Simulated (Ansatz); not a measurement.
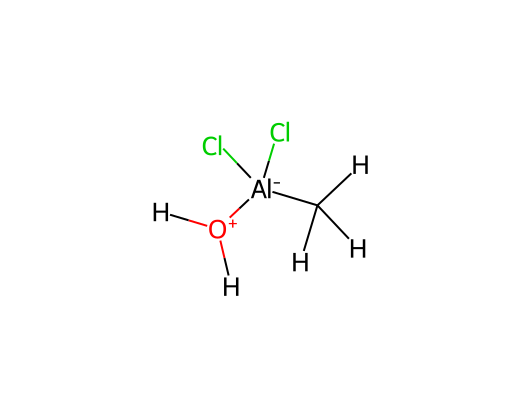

Figure made from data computed with Ansatz.

A structural formula.

Write the SMILES.

[CH3][Al-]([OH2+])([Cl])[Cl]

Give the formula, hydrogens included.

CH5AlCl2O.

An optimisation with PBE-D4/def2-SVP gave a structure of which point group?

Cs.
